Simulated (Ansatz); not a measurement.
A series of calculations on SiNH7O

## 1. Relaxation

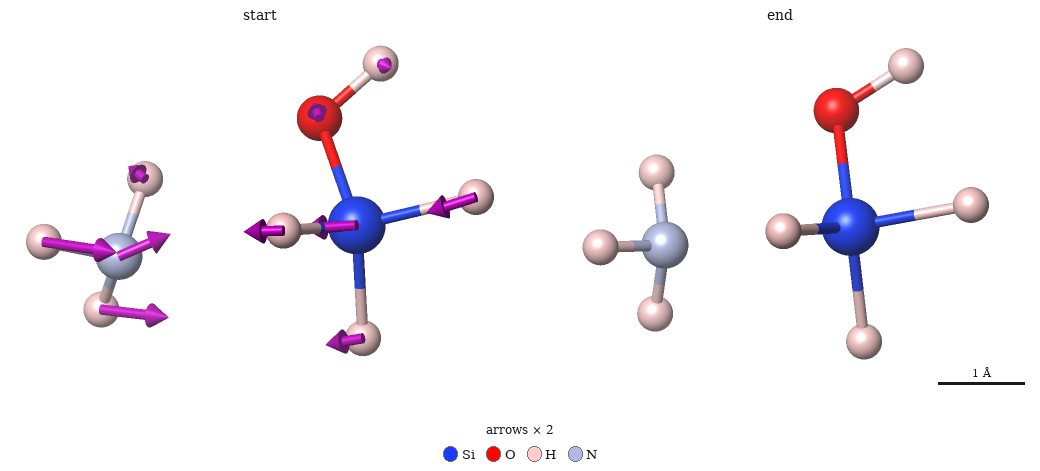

The structure of SiNH7O before (left) and after (right) a relaxation, at one scale. The purple arrows give the displacements, magnified 2 times.

A ball-and-stick model, seen at a tilt.

The run prepares an end point of a later path (reaction) calculation, from a guessed geometry.

Method: Ansatz, RKS PBE0/6-31G*.

Input
```yaml
crystal:
  periodic: [false, false, false]
  atoms:
    - { symbol: Si, position_ang: [-0.245056, 0.213551, 0.008296] }
    - { symbol: O, position_ang: [-0.344314, -0.002867, 1.671611] }
    - { symbol: H, position_ang: [-0.949467, 0.624008, 2.083102] }
    - { symbol: H, position_ang: [1.124571, 0.564271, -0.442875] }
    - { symbol: H, position_ang: [-1.122996, 1.3947, -0.294158] }
    - { symbol: H, position_ang: [-0.791, -0.934685, -0.758544] }
    - { symbol: "N", position_ang: [1.418387, -2.115069, 0.956938] }
    - { symbol: H, position_ang: [1.11098, -3.080602, 0.885032] }
    - { symbol: H, position_ang: [2.428244, -2.130035, 1.067003] }
    - { symbol: H, position_ang: [1.019652, -1.734771, 1.832895] }
basis:
  gaussian: { orbitals: "6-31G*" }
hamiltonian:
  xc: pbe0
relax:
  f_tol: 0.03
  max_steps: 50
```

Launched with:
```bash
ansatz run input.yaml --threads 1 --pin off --max-ram 2048MiB --backend cpu --events-out ev --progress --plain --runs-dir out
```

Q: Summarise the run.

A: H9 moves most after the best rigid fit: 0.50 Å. By element the largest moves are H 0.50 Å, Si 0.34 Å, N 0.34 Å, O 0.14 Å. Near-neighbour distances that change, for instance: Si1–N7 3.015 → 2.364 Å, N7–H10 1.035 → 1.016 Å, Si1–H5 1.502 → 1.520 Å, Si1–O2 1.680 → 1.692 Å. Among the angles between lasting bonds that change: O2–Si1–H5 105.4° → 99.0°, O2–Si1–H4 112.7° → 118.5°, H4–Si1–H5 107.0° → 101.6°. The energy falls by 10.5 kJ/mol in 8 geometry steps. Largest force component: 0.63 eV/Å at the start, 0.012 eV/Å at the end.

Limits of the set-up: the start holds two separate molecules, 2.2 Å apart at their closest, whose relative position is a soft coordinate and is computed without a dispersion correction.

## 2. Relaxation

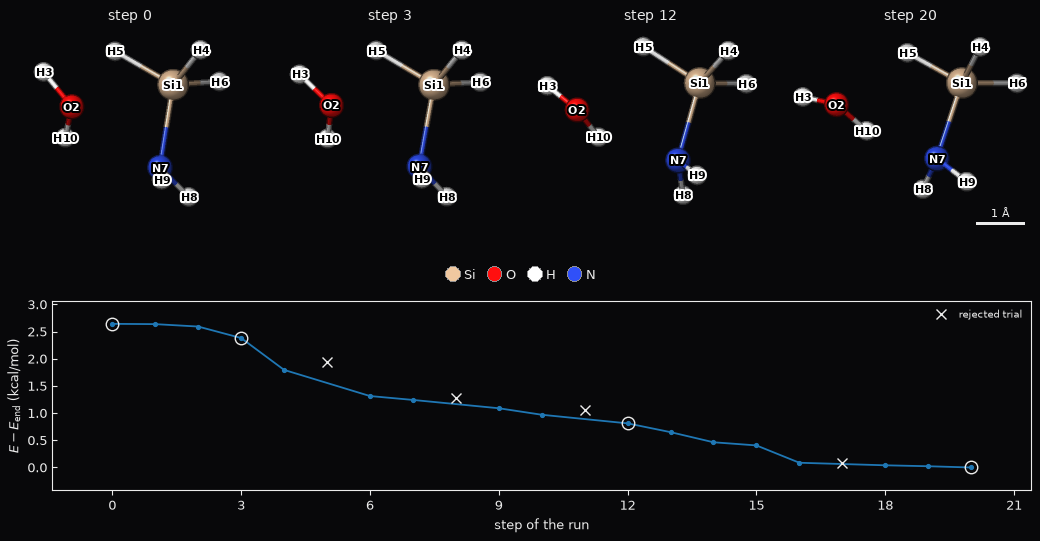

Frames of a relaxation of SiNH$_{7}$O, marked on the history of the run. The picture is a ball-and-stick view, seen at a tilt.

The run prepares an end point of a later path (reaction) calculation, from a guessed geometry.

Level of theory: RKS PBE0/6-31G* (Ansatz).

The input:
```yaml
crystal:
  periodic: [false, false, false]
  atoms:
    - { symbol: Si, position_ang: [0.147486, -0.543125, -0.336375] }
    - { symbol: O, position_ang: [0.462561, 0.159798, 2.441954] }
    - { symbol: H, position_ang: [-0.298877, 0.7438, 2.568754] }
    - { symbol: H, position_ang: [1.07265, 0.607651, -0.511476] }
    - { symbol: H, position_ang: [-1.158627, -0.052194, 0.188259] }
    - { symbol: H, position_ang: [-0.147443, -1.118652, -1.684836] }
    - { symbol: "N", position_ang: [0.827796, -1.884532, 0.636225] }
    - { symbol: H, position_ang: [1.006511, -2.73184, 0.110582] }
    - { symbol: H, position_ang: [1.658931, -1.634562, 1.160505] }
    - { symbol: H, position_ang: [0.078011, -0.747845, 2.435707] }
basis:
  gaussian: { orbitals: "6-31G*" }
hamiltonian:
  xc: pbe0
relax:
  f_tol: 0.03
  max_steps: 50
```

Command:
```bash
ansatz run input.yaml --threads 1 --pin off --max-ram 2048MiB --backend cpu --events-out ev --progress --plain --runs-dir out
```

Describe the path.

The largest move after the best rigid fit is that of H8, 0.98 Å. By element the largest moves are H 0.98 Å, O 0.39 Å, N 0.24 Å, Si 0.21 Å. Near-neighbour distances that change, for instance: Si1–N7 1.791 → 1.755 Å, O2–H10 0.986 → 0.977 Å, Si1–H4 1.487 → 1.483 Å, Si1–H5 1.491 → 1.487 Å. Among the angles between lasting bonds that change: H6–Si1–N7 106.0° → 114.7°, H4–Si1–N7 114.0° → 107.4°, H5–Si1–N7 112.9° → 107.3°. Groups turn about Si1–N7 by about 65°. Over 16 accepted moves (20 points after the start) the energy falls by 2.64 kcal/mol. Largest force component: 0.67 eV/Å at the start, 0.018 eV/Å at the end. The line search rejected the trial steps at points 5, 8, 11, 17 of the run. Cost: 42 s on 1 thread of Arm Neoverse V2, on a shared host, peak memory 0.13 GiB. From step 0 to 3: H3 moves most (0.10 Å), energy −0.26 kcal/mol. From step 3 to 12: H8 moves most (0.50 Å), energy −1.57 kcal/mol. From step 12 to 20: H8 moves most (0.44 Å), energy −0.81 kcal/mol.

```json
{"step": "0", "E − E(0), kcal/mol": "0.00", "largest force component, eV/Å": "0.6694", "note": ""}
{"step": "1", "E − E(0), kcal/mol": "-0.01", "largest force component, eV/Å": "1.1677", "note": ""}
{"step": "2", "E − E(0), kcal/mol": "-0.05", "largest force component, eV/Å": "1.3289", "note": ""}
{"step": "3", "E − E(0), kcal/mol": "-0.26", "largest force component, eV/Å": "0.7233", "note": ""}
{"step": "4", "E − E(0), kcal/mol": "-0.85", "largest force component, eV/Å": "0.3613", "note": ""}
{"step": "5", "E − E(0), kcal/mol": "-0.70", "largest force component, eV/Å": "1.1061", "note": "rejected"}
{"step": "6", "E − E(0), kcal/mol": "-1.33", "largest force component, eV/Å": "0.0428", "note": ""}
{"step": "7", "E − E(0), kcal/mol": "-1.40", "largest force component, eV/Å": "0.0443", "note": ""}
{"step": "8", "E − E(0), kcal/mol": "-1.36", "largest force component, eV/Å": "0.6154", "note": "rejected"}
{"step": "9", "E − E(0), kcal/mol": "-1.55", "largest force component, eV/Å": "0.0738", "note": ""}
{"step": "10", "E − E(0), kcal/mol": "-1.67", "largest force component, eV/Å": "0.1987", "note": ""}
{"step": "11", "E − E(0), kcal/mol": "-1.58", "largest force component, eV/Å": "0.6395", "note": "rejected"}
{"step": "12", "E − E(0), kcal/mol": "-1.83", "largest force component, eV/Å": "0.1677", "note": ""}
{"step": "13", "E − E(0), kcal/mol": "-1.99", "largest force component, eV/Å": "0.1062", "note": ""}
{"step": "14", "E − E(0), kcal/mol": "-2.18", "largest force component, eV/Å": "0.1609", "note": ""}
{"step": "15", "E − E(0), kcal/mol": "-2.24", "largest force component, eV/Å": "0.4931", "note": ""}
{"step": "16", "E − E(0), kcal/mol": "-2.56", "largest force component, eV/Å": "0.1840", "note": ""}
{"step": "17", "E − E(0), kcal/mol": "-2.56", "largest force component, eV/Å": "0.1021", "note": "rejected"}
{"step": "18", "E − E(0), kcal/mol": "-2.60", "largest force component, eV/Å": "0.0755", "note": ""}
{"step": "19", "E − E(0), kcal/mol": "-2.62", "largest force component, eV/Å": "0.0978", "note": ""}
{"step": "20", "E − E(0), kcal/mol": "-2.64", "largest force component, eV/Å": "0.0179", "note": ""}
```

Limits of the set-up: the start holds two separate molecules, 2.2 Å apart at their closest, whose relative position is a soft coordinate and is computed without a dispersion correction.

## 3. Path

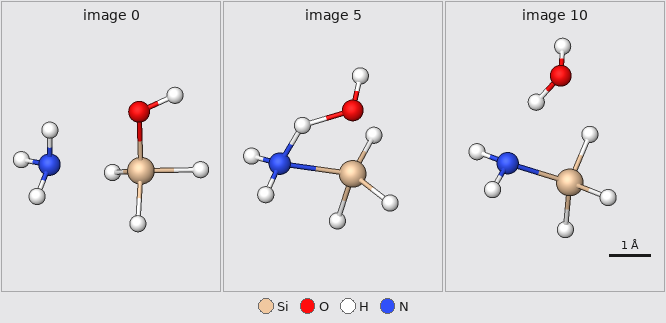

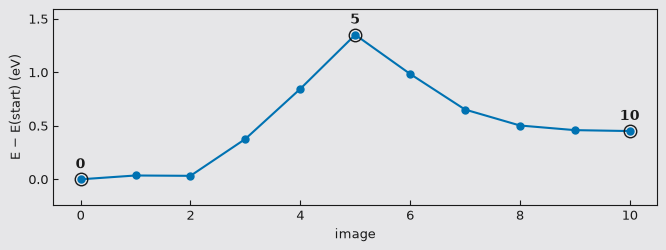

NEB run on SiNH7O, made up at the start of SiH₄O and NH$_{3}$. Images are numbered from 0 (start) to 10 (end). The picture is a ball-and-stick view, seen at a tilt.

Theory: RKS PBE0/6-31G* (Ansatz). Set-up: 9 movable images; climbing image; force threshold 0.03 eV/Å; iteration limit 60; starting path through a guess of the saddle point.

**What happens along the path, and what is the barrier?**

Breaking: H–N (1.02 → 1.97 Å), O–Si (1.69 → 3.46 Å). Forming: H–O (2.27 → 0.98 Å), N–Si (2.36 → 1.76 Å). Forward barrier 1.35 eV, backward barrier 0.90 eV, with image 5 at the top; the reaction energy is +0.45 eV. The band converged in 23 iterations, with a climbing image at the top.

Cost: 6.3 min on 1 thread of Arm Neoverse V2, on a shared host, peak memory 0.12 GiB.
